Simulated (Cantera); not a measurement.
A closed system holds: 1 mol BN, 0.11 mol O₂, 3.2 mol N₂, 2.2 mol H₂O, held at 10.0 mbar.

Method: chemical equilibrium by Gibbs-energy minimisation in Cantera with the NASA 1993 tables (ideal gas, pure condensed phases). Candidate condensed phases: B, BN, B₂O₃, B₃O₃H₃, H₂O; 39 gas species. Gases not in the tables: H₃BO₃. Rates play no part.

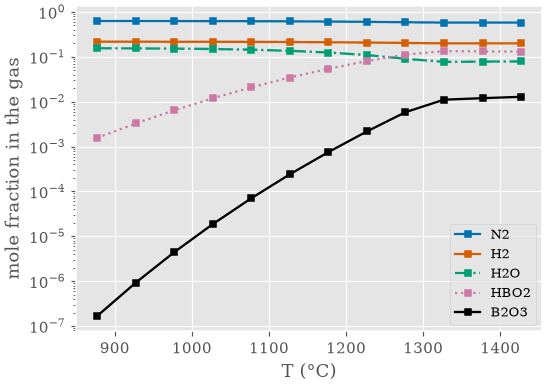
Figure: Equilibrium gas composition (values under 1e-9 drawn at 1e-9)

From 877 °C to 1277 °C the condensed part is B₂O₃(l). From 1327 °C to 1427 °C nothing is condensed.
